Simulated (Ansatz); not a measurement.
# The perfect V wire along [100], 13 atoms a period, part 2 of 2

What gap, if any, does the V wire along [100], 13 atoms a period have, and how many channels would it open?

Ansatz 0.2.0; DFT PBE, plane waves, PAW; relaxation of a wire's period; PAW set soft_1 (the session's first sound run).

So far: Starting point; Relaxation of atoms and period.

## (2) Relaxation of atoms and period (continued)

Step by step:

```csv
step,energy less that of the first step (eV),largest force component (eV/Å),pressure (GPa),volume (Å³)
1,0.0000,1.6466,-6.36,488.35
2,-1.9670,0.8138,-2.32,472.33
3,-2.4181,0.4707,0.47,468.34
4,-2.4690,0.2873,0.42,470.47
5,-2.4921,0.0323,0.10,470.72
6,-2.4927,0.0047,-0.05,471.47
7*,-2.4866,0.0042,-0.04,471.47
```

Relaxation steps marked * repeat the geometry before them on a plane-wave basis chosen anew for their cell, so energy and pressure can jump there.

The run keeps the 16 symmetry operations that it works with, so distortions that break them were not tested.

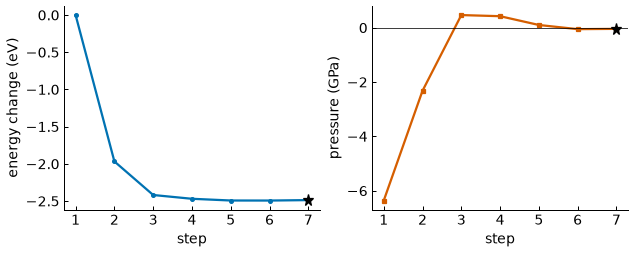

Energy and pressure along the relaxation. Stars mark steps on a basis chosen anew.

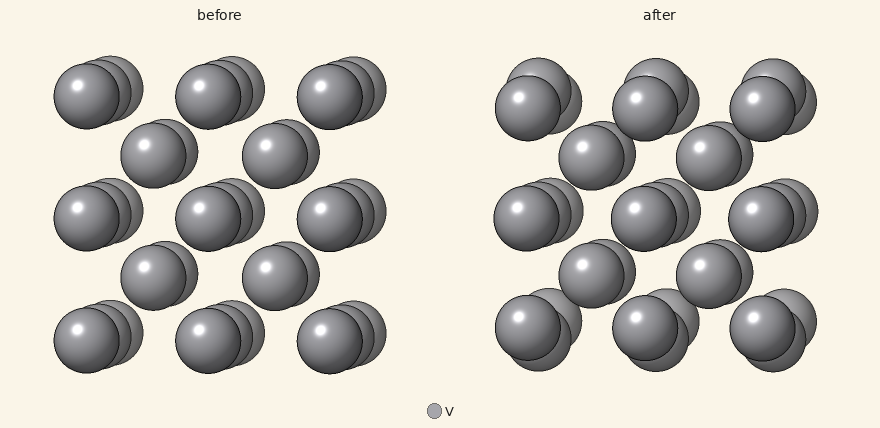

Before and after, at one scale.

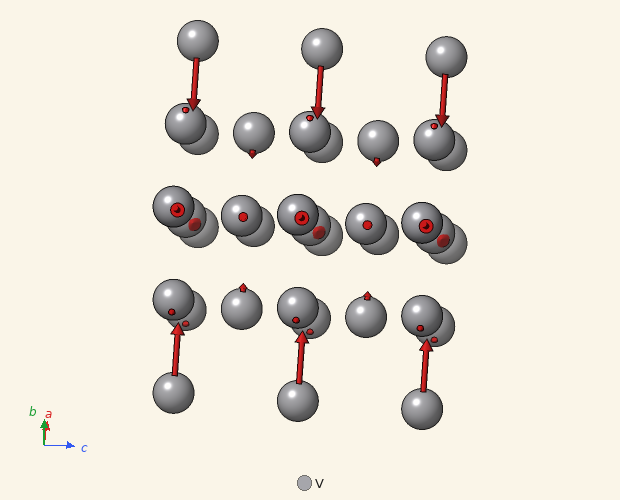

Displacements in the relaxation, exaggerated, measured against the changing cell; the longest in the cell stands for 0.43 Å. 1×1×2 cells are drawn. Some periodic images of atoms are drawn too.

```csv
cell as run,before,after,change
c (Å),2.990,2.887,-3.5 %
```

The atoms that moved most (Å, along periodic axes as changes of fractional coordinates times the final cell, across vacuum about the mean position):

```csv
atom,dx,dy,dz,length
V1,0.302,0.302,0.000,0.427
V3,0.302,-0.302,0.000,0.427
V7,-0.302,0.302,0.000,0.427
V9,-0.302,-0.302,0.000,0.427
V12,-0.051,0.051,0.000,0.072
V11,0.051,-0.051,0.000,0.072
V10,0.051,0.051,0.000,0.072
V13,-0.051,-0.051,0.000,0.072
```

Numbers from this step:

* energy at zero smearing: -37846.1175 eV
* cell length along the wire: 2.887 Å

The cell's length comes to 2.887 Å with spin left out.

## (3) Bands of the perfect wire

This step: DFT PBE, plane waves, PAW; bands of a perfect wire; PAW set soft_1 (Ansatz 0.2.0).

At the relaxed period the bands are computed along the axis; those that cross an energy going forward count the channels that a perfect wire would open there.

Contents of input.yaml:

```yaml
crystal:
  lattice:
    - [12.78, 0.0, 0.0]
    - [0.0, 12.78, 0.0]
    - [0.0, 0.0, 2.8866285315]
  atoms:
    - { symbol: V, position: [0.289664628, 0.289664628, 0.0] }
    - { symbol: V, position: [0.262462391, 0.5, 0.0] }
    - { symbol: V, position: [0.289664628, 0.710335372, 0.0] }
    - { symbol: V, position: [0.5, 0.262462391, 0.0] }
    - { symbol: V, position: [0.5, 0.5, 0.0] }
    - { symbol: V, position: [0.5, 0.737537609, 0.0] }
    - { symbol: V, position: [0.710335372, 0.289664628, 0.0] }
    - { symbol: V, position: [0.737537609, 0.5, 0.0] }
    - { symbol: V, position: [0.710335372, 0.710335372, 0.0] }
    - { symbol: V, position: [0.387027129, 0.387027129, 0.5] }
    - { symbol: V, position: [0.387027129, 0.612972871, 0.5] }
    - { symbol: V, position: [0.612972871, 0.387027129, 0.5] }
    - { symbol: V, position: [0.612972871, 0.612972871, 0.5] }
kpoints:
  mp_grid: { grid: [1, 1, 28] }
  band_path: { path: ["Γ", Z], npoints: 90 }
scf:
  occupations: { method: fermi_dirac, width: 0.05 }
hamiltonian:
  xc: pbe
  pseudopotentials: { kind: paw, azcp: { folder: soft_1 } }
output:
  dos: { e_range: [-5, 4] }
  write_potential: true
  write_density: true
  volumetric_format: npy
```

Command:

```
$ ansatz run input.yaml --threads 4 --pin off --max-ram 16384MiB --backend cpu --events-out ev --progress --plain --runs-dir out
```

Numbers of over 12 decimals in the logs are rounded to 6 here.

What it wrote:

```text
[...]
Crystal: 13 atoms, lattice volume = 471.468 Å³
Basis set: ecut = 420 eV, 9201 PW (Γ)
Bands: 102, of which v1, the nominal top of the filled ones, is band 85 counted from 1 (84 counted from 0)
Symmetry: 16 space group operations
[...]
k-points: 15 of 28
[...]
SCF iter   1: F=—  HF=-37878.751827 eV  |F-HF|=—  |Δ(HF+E_count)|=         —  Δρ=1.41e-1  dr2=5.01e2  ethr=3.10e-3  ⟨swp⟩=9.8  Hψ=7360  notcnv=0
[...]
SCF iter  14: F=-37846.244055 eV  HF=-37846.244055 eV  |F-HF|=2.74e-8  |Δ(HF+E_count)|=   1.06e-7  Δρ=2.35e-6  dr2=5.76e-8  ethr=5.92e-11  ⟨swp⟩=13.0  Hψ=6512  notcnv=0
SCF 1 converged in 14 iterations: F = -37846.244055 eV  dr2 = 5.76e-8
[...]
NSCF: frozen V_eff on 91 k-points
WARN: The output density's exchange-correlation potential varies sharply where the density is thin. Do not read a vacuum level from v_tot or v_xc, or from such a field of the output density. On a cell that repeats whose density bears no net charge and no dipole along the vacuum's axis use v_es (v_loc + v_h of the components); under efield.dipole_correction with no amplitude use v_es + v_field, which holds any externa [...]
SCF converged after 14 iterations
Free energy (F): -37846.244055 eV
[...]
Internal energy: -37845.992021 eV  (E = F + TS)
E sigma→0 (E₀):  -37846.118038 eV
Entropy (-TS):   -0.252034 eV (-19.387 meV/atom)
Fermi energy:    4.264843 eV
[...]
--- Band table (eV; the first three rows and the last of 15) ---
  k-point 0: bands = [... 81 lower, 4.1670, 4.1835, 4.1956, 4.2199, 4.2859, 4.2859, 4.3683, 4.3982, ... 13 higher]
  k-point 1: bands = [... 81 lower, 4.0509, 4.1936, 4.2470, 4.2671, 4.2671, 4.3780, 4.3866, 4.4192, ... 13 higher]
  k-point 2: bands = [... 81 lower, 4.0850, 4.2301, 4.2386, 4.2386, 4.2976, 4.3852, 4.4080, 4.4080, ... 13 higher]
  k-point 14: bands = [... 81 lower, 4.1849, 4.1849, 4.2796, 4.3406, 4.3406, 4.6752, 4.7178, 5.0398, ... 13 higher]
```

Elapsed: 66 s, on 4 threads of Arm Neoverse V2, shared host; peak memory 2.5 GiB; 4.3 min of CPU time.

The column dr2 measures how far the density is from self-consistency, as an energy; F and HF (Harris–Foulkes) agree once it is small.

Numbers from this step:

- energy at zero smearing: -37846.1180 eV
- band gap: 0 eV

Electronic bands along the path, in eV, zero at the Fermi level; # counts the bands kept:

```csv
point,#29,#30,#31,#32,#33,#34,#35,#36
Γ,-0.23,-0.10,-0.08,-0.07,-0.04,0.02,0.02,0.10
Z,-0.10,-0.08,-0.08,0.01,0.08,0.08,0.41,0.45
```

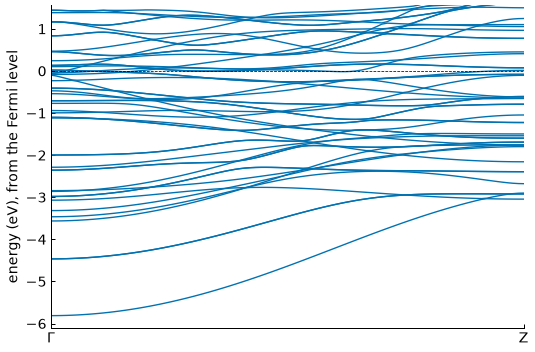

Electronic bands along the path.

Between Γ and Z the bands cross the Fermi level 12 times, so a perfect wire would conduct at least 12 G₀, with spin left out.

## (4) Outcome

```yaml
cell_length_pbe: 2.887 Å
ballistic_conductance_by_band_crossings_a_lower_bound_pbe: 12 G₀
```

Under PBE the cell's length is 2.89 Å, and the bands cross the Fermi level 12 times between Γ and Z, which gives a perfect wire at least 12 G₀ (opposite crossings within one step of the path cancel in such a count). No spin was allowed, though thin wires with open d shells can turn magnetic.

[Logs are printed without paths, hosts, clocks, repeated set-up lines and the standing remarks that a program may print on its own settings, such as how far it seeks lower states.]

[Hosts, paths, dates, database ids (printed as entryN), source tags and the programs' standing remarks are cut or masked in the printed files.]
